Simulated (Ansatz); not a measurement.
Effect of Ta on a N site (antisite), symmetric start on TaN

The reference is a 24-atom supercell of TaN in the rock salt structure (space group Fm-3m, No. 225; a = 4.3746 Å) at its relaxed geometry.

It is then changed as follows: a neutral Ta on a N site (antisite), symmetric start, atoms relaxed at fixed cell.

The values are results of DFT with PBEsol, PAW potentials and a 420 eV plane-wave cutoff in Ansatz (a program for electronic structure), no spin-orbit coupling, earlier PAW set, not measurements. Γ-centred 6×5×6 mesh, Fermi–Dirac width 0.05 eV.

The pressure goes from zero to 26.3 GPa and the energy gained by relaxation comes out as 4.52 eV. The largest displacement of a host atom from its site in the perfect cell amounts to 0.23 Å and the mean distance from the defect site to its nearest host atoms grows by 20 pm to 239 pm.

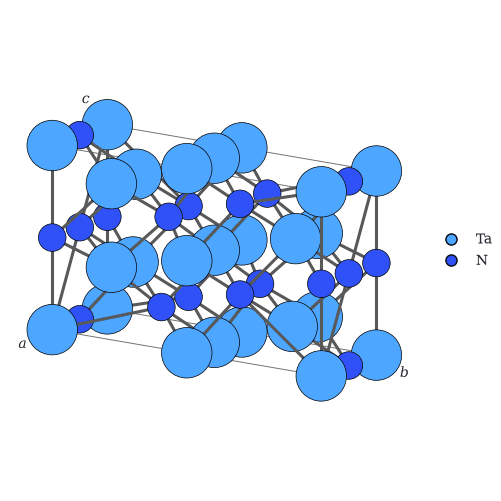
Fig. 1. The relaxed cell after the change

In so small a cell the defect repeats every few ångströms: this is an ordered compound, not a dilute defect. The defect started on the symmetric site and kept its symmetry, so it may sit on a saddle. The final runs are not spin-polarised. The defect cell is not spin-polarised. This is not the structure that TaN has at room temperature and ambient pressure.
